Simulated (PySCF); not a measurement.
# Core-level calculation, with input and output: GeSi2H8O

GeSi2H8O, computed with delta-SCF UKS SCAN, pcX-2 on the ionised atom, pcseg-1 elsewhere, spin-free X2C (PySCF 2.14.0).

Figures and captions count atoms from 1; the log counts them from 0 in places.

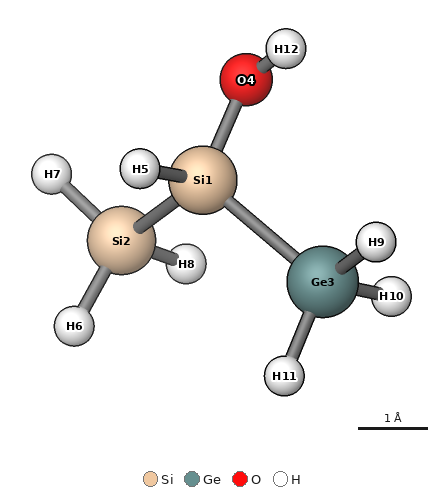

The structure as given in the input (ball-and-stick view, seen at a tilt; atoms are numbered from 1 in the order of the input). Sticks mark near contacts. Bond lengths as drawn: Ge–H 1.54 Å, Ge–Si 2.39 Å, H–O 0.96 Å, H–Si 1.49 to 1.50 Å, O–Si 1.68 Å and Si–Si 2.34 Å.

## Key numbers

- outcome: converged
- hardware: 1 CPU thread, shared host
- wall time: 20 s
- peak memory: 0.51 GiB

## Input file
```
{"job": {"kind": "xps", "holes": 5}, "charge": 0, "multiplicity": 1}
Si     0.234023     0.650918    -0.381132
Si     1.884651    -0.807419     0.411652
Ge    -1.926123    -0.364877    -0.257455
O      0.299110     2.020112     0.585821
H      0.492224     0.978034    -1.824170
H      1.952216    -1.992148    -0.500251
H      3.224189    -0.145312     0.450588
H      1.529032    -1.279404     1.785088
H     -3.012253     0.596825    -0.785050
H     -2.279368    -0.716092     1.200712
H     -1.984846    -1.656544    -1.096153
H     -0.375250     2.687777     0.426846
```

The first line tells a small driver script what to run in PySCF; the rest is the geometry in Å.

Launch command:
```bash
OMP_NUM_THREADS=1 python <driver script> task.json out
```

## Output
```
ground state, core basis on atom 0 (Si), 159 functions
  cycle   1  E = -2754.11615297  |g| = 6.87e-01
  cycle   2  E = -2753.75469563  |g| = 1.48e+00
  cycle   3  E = -2754.20361628  |g| = 8.70e-02
  cycle   4  E = -2754.20574208  |g| = 2.65e-02
  cycle   5  E = -2754.20599925  |g| = 8.31e-03
  cycle   6  E = -2754.20602911  |g| = 1.44e-03
  cycle   7  E = -2754.20603038  |g| = 5.74e-04
  cycle   8  E = -2754.20603021  |g| = 1.14e-04
  E(ground) = -2754.36080439 Eh
hole in Si 2p of atom 0
  cycle   1  E = -2749.91665144  |g| = 1.24e+00
  cycle   2  E = -2749.50064808  |g| = 1.31e+00
  cycle   3  E = -2750.17689197  |g| = 3.37e-01
  cycle   4  E = -2750.24902357  |g| = 1.38e-01
  cycle   5  E = -2750.25320200  |g| = 9.41e-02
  cycle   6  E = -2750.25740943  |g| = 4.66e-03
  cycle   7  E = -2750.25741769  |g| = 2.38e-03
  cycle   8  E = -2750.25742080  |g| = 5.95e-04
  cycle   9  E = -2750.25742226  |g| = 2.17e-04
  E(ion) = -2750.42264826 Eh   <S^2> = 0.7516   hole on atom = 1.002   binding energy = 107.163 eV
  2p3/2 = 106.926 eV   2p1/2 = 107.550 eV
ground state, core basis on atom 1 (Si), 159 functions
  cycle   1  E = -2754.19708179  |g| = 2.87e-01
  cycle   2  E = -2754.19712777  |g| = 3.55e-02
  cycle   3  E = -2754.19699944  |g| = 3.77e-02
  cycle   4  E = -2754.19729843  |g| = 1.23e-02
  cycle   5  E = -2754.19732566  |g| = 2.34e-03
  cycle   6  E = -2754.19732382  |g| = 1.04e-04
  E(ground) = -2754.35301127 Eh
hole in Si 2p of atom 1
  cycle   1  E = -2749.93163845  |g| = 1.23e+00
  cycle   2  E = -2749.76676539  |g| = 1.08e+00
  cycle   3  E = -2750.22229869  |g| = 2.28e-01
  cycle   4  E = -2750.25951757  |g| = 9.01e-02
  cycle   5  E = -2750.26327317  |g| = 4.89e-02
  cycle   6  E = -2750.26422295  |g| = 1.34e-02
  cycle   7  E = -2750.26430905  |g| = 3.01e-03
  cycle   8  E = -2750.26431565  |g| = 4.67e-04
  E(ion) = -2750.43120365 Eh   <S^2> = 0.7521   hole on atom = 1.002   binding energy = 106.718 eV
  2p3/2 = 106.506 eV   2p1/2 = 107.129 eV
ground state, core basis on atom 3 (O), 148 functions
  cycle   1  E = -2754.13881984  |g| = 9.97e-02
  cycle   2  E = -2754.13810595  |g| = 7.68e-02
  cycle   3  E = -2754.13855060  |g| = 6.08e-02
  cycle   4  E = -2754.13919818  |g| = 4.83e-03
  cycle   5  E = -2754.13920287  |g| = 8.78e-04
  cycle   6  E = -2754.13920790  |g| = 1.30e-04
  E(ground) = -2754.33302100 Eh
hole in O 1s of atom 3
  cycle   1  E = -2733.52721774  |g| = 2.22e+00
  cycle   2  E = -2732.33757915  |g| = 2.41e+00
  cycle   3  E = -2734.19233219  |g| = 5.14e-01
  cycle   4  E = -2734.30283783  |g| = 2.44e-01
  cycle   5  E = -2734.34944285  |g| = 6.00e-02
  cycle   6  E = -2734.35143673  |g| = 1.25e-02
  cycle   7  E = -2734.35153709  |g| = 5.99e-03
  cycle   8  E = -2734.35156989  |g| = 1.29e-03
  cycle   9  E = -2734.35157072  |g| = 5.54e-04
  cycle  10  E = -2734.35157174  |g| = 1.81e-04
  E(ion) = -2734.54563676 Eh   <S^2> = 0.7623   hole on atom = 1.000   binding energy = 538.442 eV
```

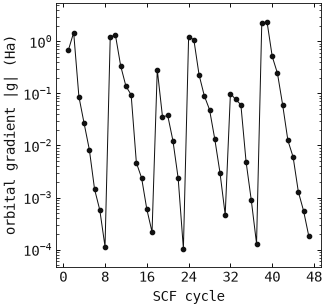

Convergence of the self-consistent field: orbital gradient |g| against the SCF cycle. All cycles printed in the log are drawn one after another.

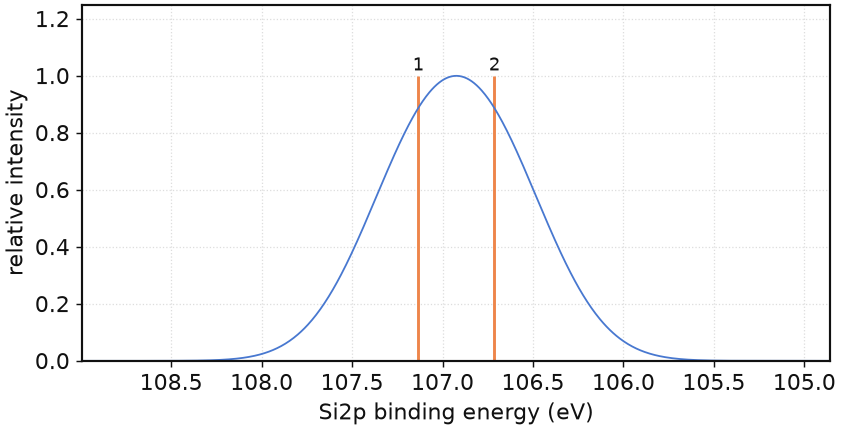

Si2p binding energies by ΔSCF of the atoms computed, labelled by atom number, with a Gaussian envelope of 0.8 eV full width. They run from 106.71 eV (atom 2) to 107.13 eV (atom 1).
